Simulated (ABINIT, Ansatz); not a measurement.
**BiOCl (P4/nmm): G0W0 on several meshes in ABINIT**

Aim: the GW shift of BiOCl (P4/nmm) against the k mesh.

Main program and level: ABINIT 10.8.3; PBEsol and many-body steps on it, plane waves.

## 1. The structure

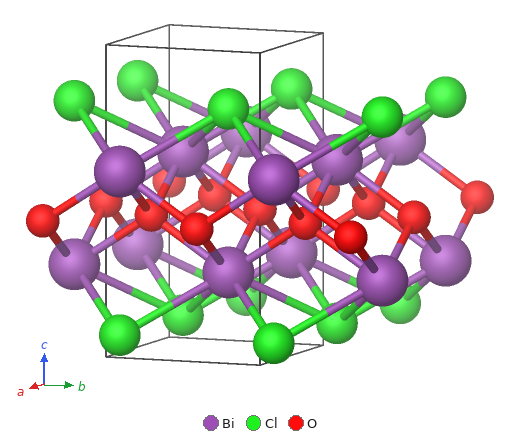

The starting structure, seen slightly off an axis (bismuth purple, chlorine green, oxygen red). 2×2×1 cells are drawn. Some periodic images of atoms are drawn too.

The cell and positions come from the Crystallography Open Database and are kept as given unless a step says otherwise. Spin-orbit coupling is left out unless a step names it.

## 2. Empty states on the mesh, 4×4×2 mesh, 360 bands

This step: ABINIT 10.8.3; DFT, PBEsol, plane waves, norm-conserving pseudopotentials.

The sums over transitions need many empty states on a uniform mesh; this step solves for them.

Input file run.abi:

```
acell 3*1.0 Angstrom
rprim 
  3.885510000000 0.000000000000 0.000000000000
  0.000000000000 3.885510000000 0.000000000000
  0.000000000000 0.000000000000 7.348900000000
ntypat 3
znucl 83 17 8
natom 6
typat 1 1 2 2 3 3
xred 
  0.500000000000 0.000000000000 0.329040000000
  0.000000000000 0.500000000000 0.670960000000
  0.000000000000 0.500000000000 0.147200000000
  0.500000000000 0.000000000000 0.852800000000
  0.000000000000 0.000000000000 0.500000000000
  0.500000000000 0.500000000000 0.500000000000
pp_dirpath "pseudos"
pseudos "Bi.upf, Cl.upf, O.upf"
ecut 42
ngkpt 4 4 2
nshiftk 1
shiftk 0 0 0
kptopt 1
chksymbreak 0
iscf -2
irdden 1
istwfk *1
nband 360
nbdbuf 32
tolwfr 1e-09
nstep 60
prtvol 0
indata_prefix "in"
outdata_prefix "out"
tmpdata_prefix "tmp"
```

Command:

```bash
> OMP_NUM_THREADS=1 mpirun -n 4 abinit run.abi > log
```

Numbers of over 12 decimals in the logs are rounded to 6 here.

What it wrote:

```text
.Version 10.8.3 of ABINIT. v10.8.2 released Aug 2026.

 Symmetries : space group P4/n m m (#129); Bravais tP (primitive tetrag.)
[... echo of the input left out ...]
== DATASET  1 ==================================================================
-   mpi_nproc: 4, omp_nthreads: 1 (-1 if OMP is not activated)

--- !DatasetInfo
iteration_state: {dtset: 1, }
dimensions: {natom: 6, nkpt: 12, mband: 360, nsppol: 1, nspinor: 1, nspden: 1, mpw: 9764, }
cutoff_energies: {ecut:  42.0, pawecutdg:  -1.0, }
[...]
4.05963    4.05963    4.06215    4.08354    4.10475    4.10934    4.11413    4.11415
   4.11575    4.11577    4.14091    4.14112    4.16421    4.16965    4.17067    4.19439
 prteigrs : prtvol=0 or 1, do not print more k-points.

== END DATASET(S) ==============================================================
================================================================================

 -outvars: echo values of variables after computation  --------
            nband         360
             nkpt          12
          spgroup         129
 [... the other variables as echoed above ...]

 Calculation completed.
```

It took 9.2 min on 4 MPI ranks of AMD EPYC 9R45, shared host; peak memory 1.1 GiB.

This step gave:

* gap: 2.623 eV
* k of the valence top: 0.5, 0, 0.5
* k of the conduction bottom: 0, 0, 0.5
* least direct gap: 2.927 eV
* k points computed: 12
* lowest point of the top converged band, above the valence top: 99.5387 eV

On this mesh the gap is 2.623 eV.

The density comes from a self-consistent run that is not shown.

## 3. Screening, 4×4×2 mesh, 155 bands, screening to 141.5 eV

The RPA dielectric matrix is built and inverted for each q.

This step: RPA screening on PBEsol, plane waves, norm-conserving pseudopotentials.

Edit run.abi of step 2 so:

```diff
@@ -24,10 +24,11 @@
 chksymbreak 0
-iscf -2
-irdden 1
 istwfk *1
-nband 360
-nbdbuf 32
-tolwfr 1e-09
-nstep 60
-prtvol 0
+occopt 1
+irdwfk 1
+optdriver 3
+nband 155
+ecuteps 5.2
+inclvkb 2
+awtr 1
+symchi 1
 indata_prefix "in"
```

What it wrote:

```text
.Version 10.8.3 of ABINIT. v10.8.2 released Aug 2026.

 Symmetries : space group P4/n m m (#129); Bravais tP (primitive tetrag.)
[... echo of the input left out ...]
== DATASET  1 ==================================================================
-   mpi_nproc: 4, omp_nthreads: 1 (-1 if OMP is not activated)

--- !DatasetInfo
iteration_state: {dtset: 1, }
dimensions: {natom: 6, nkpt: 12, mband: 155, nsppol: 1, nspinor: 1, nspden: 1, mpw: 9764, }
cutoff_energies: {ecut:  42.0, pawecutdg:  -1.0, }
electrons: {nelect:   7.20000000E+01, charge:   0.00000000E+00, occopt:   1.00000000E+00, tsmear:   1.00000000E-02, }

 SCREENING: Calculation of the susceptibility and dielectric matrices

 Based on a program developped by R.W. Godby, V. Olevano, G. Onida, and L. Reining.
 Incorporated in ABINIT by V. Olevano, G.-M. Rignanese, and M. Torrent.
.Using double precision arithmetic ; gwpc =  8

[... cell and pseudopotentials left out ...]
--------------------------------------------------------------------------------

 ==== K-mesh for the wavefunctions ====
 Number of points in the irreducible wedge :    12
[... list of points left out ...]
 Together with 16 symmetry operations and time-reversal symmetry
 yields    32 points in the full Brillouin Zone.

 ==== Q-mesh for the screening function ====
 Number of points in the irreducible wedge :    12
[... list of points left out ...]
 Together with 16 symmetry operations and time-reversal symmetry
 yields    32 points in the full Brillouin Zone.

 setmesh: FFT mesh size selected  =    30x   30x   60
          total number of points  =        54000

 vcoul_init : cutoff-mode = AUXILIARY_FUNCTION
 q-points for optical limit:   1
     1)      0.000010    0.000020    0.000030

- screening: taking advantage of time-reversal symmetry
- Maximum band index for partially occupied states nbvw = 36
- Remaining bands to be divided among processors   nbcw = 119
- Number of bands treated by each node ~29

 Number of electrons calculated from density =   72.0000; Expected =   72.0000
 average of density, n =  0.096165
 r_s =    1.3540
 omega_plasma =   29.9133 [eV]

 calculating chi0 at frequencies [eV] :
  1    0.000000E+00    0.000000E+00
  2    0.000000E+00    2.991330E+01

--------------------------------------------------------------------------------
  q-point number  1        q = ( 0.000000, 0.000000, 0.000000) [r.l.u.]
--------------------------------------------------------------------------------
[... chi0 elements left out ...]
 For q-point:  0.000010 0.000020 0.000030
  dielectric constant =   6.0281
  dielectric constant without local fields =   6.9017

  Average fulfillment of the sum rule on Im[epsilon] for q-point    1 :     61.94  [%]
[... wings left out ...]
  q-point number  2        q = ( 0.250000, 0.000000, 0.000000) [r.l.u.]
--------------------------------------------------------------------------------
[... chi0 elements left out ...]
  Average fulfillment of the sum rule on Im[epsilon] for q-point    2 :     70.50  [%]

 [... 10 further q-points ...]
```

Elapsed: 2.9 min, on 4 MPI ranks; peak memory 3.6 GiB.

This step gave:

- ε∞ with local fields, on this mesh, along the program's q direction: 6.028
- the same without local fields: 6.902
- plasma frequency: 29.91 eV
- plane waves in the screening matrix: 427

Local fields lower ε∞ by 13 %. On a Γ-centred mesh this coarse the value itself is usually too large, while a short band sum pulls it down.

## 4. 4×4×2

The self-energy is evaluated for the states that the input lists, and the levels follow from it, in one-shot runs by the linearised quasiparticle equation.

This step: G0W0 on PBEsol, plane waves, norm-conserving pseudopotentials.

Edit run.abi of step 3 so:

```diff
@@ -27,8 +27,19 @@
 irdwfk 1
-optdriver 3
+optdriver 4
 nband 155
+gwcalctyp 0
+ecutsigx 42
+symsigma 1
+nkptgw 3
+kptgw 
+  0.5000000000 0.0000000000 0.5000000000
+  0.0000000000 0.0000000000 0.5000000000
+  0.0000000000 0.0000000000 0.0000000000
+bdgw 
+  35 38
+  35 38
+  35 38
 ecuteps 5.2
-inclvkb 2
-awtr 1
-symchi 1
+irdscr 1
+ppmodel 1
 indata_prefix "in"
```

What it wrote:

```text
.Version 10.8.3 of ABINIT. v10.8.2 released Aug 2026.

 Symmetries : space group P4/n m m (#129); Bravais tP (primitive tetrag.)
[... echo of the input left out ...]
== DATASET  1 ==================================================================
-   mpi_nproc: 4, omp_nthreads: 1 (-1 if OMP is not activated)

--- !DatasetInfo
iteration_state: {dtset: 1, }
dimensions: {natom: 6, nkpt: 12, mband: 155, nsppol: 1, nspinor: 1, nspden: 1, mpw: 9764, }
cutoff_energies: {ecut:  42.0, pawecutdg:  -1.0, }
electrons: {nelect:   7.20000000E+01, charge:   0.00000000E+00, occopt:   1.00000000E+00, tsmear:   1.00000000E-02, }

 SIGMA: Calculation of the GW corrections

 Based on a program developped by R.W. Godby, V. Olevano, G. Onida, and L. Reining.
 Incorporated in ABINIT by V. Olevano, G.-M. Rignanese, and M. Torrent.
.Using double precision arithmetic ; gwpc =  8

[... cell and pseudopotentials left out ...]
--------------------------------------------------------------------------------

 ==== K-mesh for the wavefunctions ====
 Number of points in the irreducible wedge :    12
[... list of points left out ...]
 Together with 16 symmetry operations and time-reversal symmetry
 yields    32 points in the full Brillouin Zone.

 ==== Q-mesh for screening function ====
 Number of points in the irreducible wedge :    12
[... list of points left out ...]
 Together with 16 symmetry operations and time-reversal symmetry
 yields    32 points in the full Brillouin Zone.

 vcoul_init : cutoff-mode = AUXILIARY_FUNCTION
 q-points for optical limit:   1
     1)      0.000010    0.000020    0.000030
 setmesh: FFT mesh size selected  =    48x   48x   90
          total number of points  =       207360

 Number of electrons calculated from density =   72.0000; Expected =   72.0000
 average of density, n =  0.096165
 r_s =    1.3540
 omega_plasma =   29.9133 [eV]

 === KS Band Gaps ===
  >>>> For spin  1
   Minimum direct gap =   2.9274 [eV], located at k-point      :   0.0000  0.0000  0.5000
   Fundamental gap    =   2.6228 [eV], Top of valence bands at :   0.5000  0.0000  0.5000
                                       Bottom of conduction at :   0.0000  0.0000  0.5000
 SIGMA fundamental parameters:
 PLASMON POLE MODEL  1
 number of plane-waves for SigmaX                 9725
 number of plane-waves for SigmaC and W            427
 number of plane-waves for wavefunctions          9725
 number of bands                                   155
 number of independent spin polarizations            1
 number of spinorial components                      1
 number of k-points in IBZ                          12
 number of q-points in IBZ                          12
 number of symmetry operations                      16
 number of k-points in BZ                           32
 number of q-points in BZ                           32
 number of frequencies for dSigma/dE                 9
 frequency step for dSigma/dE [eV]                0.25
 number of omega for Sigma on real axis              0
 max omega for Sigma on real axis  [eV]           0.00
 zcut for avoiding poles [eV]                     0.10

 EPSILON^-1 parameters (SCR file):
 dimension of the eps^-1 matrix on file            427
 dimension of the eps^-1 matrix used               427
 number of plane-waves for wavefunctions          9725
 number of bands                                   155
 number of q-points in IBZ                          12
 number of frequencies                               2
 number of real frequencies                          1
 number of imag frequencies                          1

 matrix elements of self-energy operator (all in [eV])

 Perturbative Calculation

--- !SelfEnergy_ee
iteration_state: {dtset: 1, }
kpoint     : [   0.500,    0.000,    0.500, ]
spin       : 1
KS_gap     :    4.426
QP_gap     :    5.740
Delta_QP_KS:    1.315
data: !SigmaeeData |
     Band     E0 <VxcDFT>   SigX SigC(E0)      Z dSigC/dE  Sig(E)    E-E0       E
       35   5.725 -16.351 -19.782   2.915   0.793  -0.260 -16.760  -0.409   5.316
       36   5.725 -16.351 -19.782   2.915   0.793  -0.260 -16.760  -0.409   5.316
       37  10.150 -13.502  -9.296  -3.106   0.823  -0.216 -12.597   0.905  11.056
       38  10.150 -13.502  -9.296  -3.106   0.823  -0.216 -12.597   0.905  11.056

--- !SelfEnergy_ee
iteration_state: {dtset: 1, }
kpoint     : [   0.000,    0.000,    0.500, ]
spin       : 1
KS_gap     :    2.927
QP_gap     :    4.494
Delta_QP_KS:    1.567
data: !SigmaeeData |
     Band     E0 <VxcDFT>   SigX SigC(E0)      Z dSigC/dE  Sig(E)    E-E0       E
       35   5.417 -18.175 -22.230   3.912   0.776  -0.289 -18.286  -0.111   5.305
       36   5.420 -14.794 -18.665   2.839   0.800  -0.251 -15.619  -0.825   4.595
[...]
--- !SelfEnergy_ee
iteration_state: {dtset: 1, }
kpoint     : [   0.000,    0.000,    0.000, ]
spin       : 1
KS_gap     :    3.823
QP_gap     :    4.893
Delta_QP_KS:    1.070
data: !SigmaeeData |
     Band     E0 <VxcDFT>   SigX SigC(E0)      Z dSigC/dE  Sig(E)    E-E0       E
[...]
36   5.028 -16.715 -20.274   3.242   0.788  -0.269 -16.965  -0.249   4.779
       37   8.851 -13.262  -9.141  -3.133   0.831  -0.204 -12.441   0.821   9.672
       38   9.553 -13.220  -9.111  -3.094   0.828  -0.208 -12.380   0.840  10.393

== END DATASET(S) ==============================================================
================================================================================

 -outvars: echo values of variables after computation  --------
           etotal      0.0000000000E+00
            nband         155
             nkpt          12
          spgroup         129
 [... the other variables as echoed above ...]

 Calculation completed.
```

Elapsed: 45 s, on 4 MPI ranks; peak memory 2.9 GiB; 3 min of CPU time.

This step gave:

```
G0W0 gap on the points computed              : 3.773 eV
starting gap on the mesh                     : 2.623 eV
k of the valence top                         : 0.5, 0, 0.5
k of the conduction bottom                   : 0, 0, 0.5
Z at the valence top                         : 0.793
Z at the conduction bottom                   : 0.834
least direct G0W0 gap on the computed points : 3.784 eV
```

The gap on the mesh goes from 2.62 eV to 3.77 eV, a correction of +1.15 eV.

## 5. Empty states on the mesh, 2×2×2 mesh, 169 bands

This step: DFT, PBEsol, plane waves, norm-conserving pseudopotentials.

Edit run.abi of step 4 so:

```diff
@@ -19,3 +19,3 @@
 ecut 42
-ngkpt 4 4 2
+ngkpt 2 2 2
 nshiftk 1
@@ -24,22 +24,10 @@
 chksymbreak 0
+iscf -2
+irdden 1
 istwfk *1
-occopt 1
-irdwfk 1
-optdriver 4
-nband 155
-gwcalctyp 0
-ecutsigx 42
-symsigma 1
-nkptgw 3
-kptgw 
-  0.5000000000 0.0000000000 0.5000000000
-  0.0000000000 0.0000000000 0.5000000000
-  0.0000000000 0.0000000000 0.0000000000
-bdgw 
-  35 38
-  35 38
-  35 38
-ecuteps 5.2
-irdscr 1
-ppmodel 1
+nband 169
+nbdbuf 14
+tolwfr 1e-09
+nstep 60
+prtvol 0
 indata_prefix "in"
```

What it wrote:

```text
.Version 10.8.3 of ABINIT. v10.8.2 released Aug 2026.

 Symmetries : space group P4/n m m (#129); Bravais tP (primitive tetrag.)
[... echo of the input left out ...]
== DATASET  1 ==================================================================
-   mpi_nproc: 4, omp_nthreads: 1 (-1 if OMP is not activated)

--- !DatasetInfo
iteration_state: {dtset: 1, }
dimensions: {natom: 6, nkpt: 6, mband: 169, nsppol: 1, nspinor: 1, nspden: 1, mpw: 9764, }
cutoff_energies: {ecut:  42.0, pawecutdg:  -1.0, }
[...]
2.09461    2.09830    2.10776    2.10776    2.11339    2.11934    2.18043    2.18567
   2.19017    2.19189    2.20987    2.22970    2.29253    2.31656    2.31842    2.34383
   2.34791
 prteigrs : prtvol=0 or 1, do not print more k-points.

== END DATASET(S) ==============================================================
================================================================================

 -outvars: echo values of variables after computation  --------
            nband         169
             nkpt           6
          spgroup         129
 [... the other variables as echoed above ...]

 Calculation completed.
```

Wall time 1.9 min (4 MPI ranks); peak memory 0.56 GiB; 7.6 min of CPU time.

Numbers from this step:

```
gap                                                           : 2.623 eV
k of the valence top                                          : 0.5, 0, 0.5
k of the conduction bottom                                    : 0, 0, 0.5
least direct gap                                              : 2.927 eV
k points computed                                             : 6
lowest point of the top converged band, above the valence top : 51.6301 eV
```

On this mesh the gap is 2.623 eV.

## 6. Screening, 2×2×2 mesh, 155 bands, screening to 141.5 eV

This step: RPA screening on PBEsol, plane waves, norm-conserving pseudopotentials.

Edit run.abi of step 5 so:

```diff
@@ -24,10 +24,11 @@
 chksymbreak 0
-iscf -2
-irdden 1
 istwfk *1
-nband 169
-nbdbuf 14
-tolwfr 1e-09
-nstep 60
-prtvol 0
+occopt 1
+irdwfk 1
+optdriver 3
+nband 155
+ecuteps 5.2
+inclvkb 2
+awtr 1
+symchi 1
 indata_prefix "in"
```

What it wrote:

```text
.Version 10.8.3 of ABINIT. v10.8.2 released Aug 2026.

 Symmetries : space group P4/n m m (#129); Bravais tP (primitive tetrag.)
[... echo of the input left out ...]
== DATASET  1 ==================================================================
-   mpi_nproc: 4, omp_nthreads: 1 (-1 if OMP is not activated)

--- !DatasetInfo
iteration_state: {dtset: 1, }
dimensions: {natom: 6, nkpt: 6, mband: 155, nsppol: 1, nspinor: 1, nspden: 1, mpw: 9764, }
cutoff_energies: {ecut:  42.0, pawecutdg:  -1.0, }
electrons: {nelect:   7.20000000E+01, charge:   0.00000000E+00, occopt:   1.00000000E+00, tsmear:   1.00000000E-02, }

 SCREENING: Calculation of the susceptibility and dielectric matrices

 Based on a program developped by R.W. Godby, V. Olevano, G. Onida, and L. Reining.
 Incorporated in ABINIT by V. Olevano, G.-M. Rignanese, and M. Torrent.
.Using double precision arithmetic ; gwpc =  8

[... cell and pseudopotentials left out ...]
--------------------------------------------------------------------------------

 ==== K-mesh for the wavefunctions ====
 Number of points in the irreducible wedge :     6
[... list of points left out ...]
 Together with 16 symmetry operations and time-reversal symmetry
 yields     8 points in the full Brillouin Zone.

 ==== Q-mesh for the screening function ====
 Number of points in the irreducible wedge :     6
[... list of points left out ...]
 Together with 16 symmetry operations and time-reversal symmetry
 yields     8 points in the full Brillouin Zone.

 setmesh: FFT mesh size selected  =    30x   30x   60
          total number of points  =        54000

 vcoul_init : cutoff-mode = AUXILIARY_FUNCTION
 q-points for optical limit:   1
     1)      0.000010    0.000020    0.000030

- screening: taking advantage of time-reversal symmetry
- Maximum band index for partially occupied states nbvw = 36
- Remaining bands to be divided among processors   nbcw = 119
- Number of bands treated by each node ~29

 Number of electrons calculated from density =   72.0000; Expected =   72.0000
 average of density, n =  0.096165
 r_s =    1.3540
 omega_plasma =   29.9133 [eV]

 calculating chi0 at frequencies [eV] :
  1    0.000000E+00    0.000000E+00
  2    0.000000E+00    2.991330E+01

--------------------------------------------------------------------------------
  q-point number  1        q = ( 0.000000, 0.000000, 0.000000) [r.l.u.]
--------------------------------------------------------------------------------
[... chi0 elements left out ...]
 For q-point:  0.000010 0.000020 0.000030
  dielectric constant =   6.9492
  dielectric constant without local fields =   7.8527

  Average fulfillment of the sum rule on Im[epsilon] for q-point    1 :     61.97  [%]
[... wings left out ...]
  q-point number  2        q = ( 0.500000, 0.000000, 0.000000) [r.l.u.]
--------------------------------------------------------------------------------
[... chi0 elements left out ...]
  Average fulfillment of the sum rule on Im[epsilon] for q-point    2 :     65.15  [%]

 [... 4 further q-points ...]
```

Wall time 52 s (4 MPI ranks); peak memory 2.1 GiB; 3.5 min of CPU time.

This step gave:

```yaml
eps_infinity_with_local_fields_on_this_mesh_along_the_program_s_q_direction: 6.949
the_same_without_local_fields: 7.853
plasma_frequency: 29.91 eV
plane_waves_in_the_screening_matrix: 427
```

[end of part 1 of 2]

[Paths, hosts, dates, memory and timing lines, banners, echoed tables and standing remarks are left out of the program output.]

[Logs are printed without paths, hosts, clocks, repeated set-up lines and the standing remarks that a program may print on its own settings, such as how far it seeks lower states.]

[Runs of the session that timed out or met a known fault of the program may be left out.]

[Hosts, paths, dates, database ids (printed as entryN), source tags and the programs' standing remarks are cut or masked in the printed files.]

[G0W0 gaps are taken among the corrected bands and points alone; a level outside them can change the order at an edge.]

[Where Ansatz stands beside ABINIT at settings called matched, ABINIT's density can come from a denser mesh and the files from another edition; pairs whose starting gaps differed by over 0.03 eV were left out, so agreement reads better than it is.]
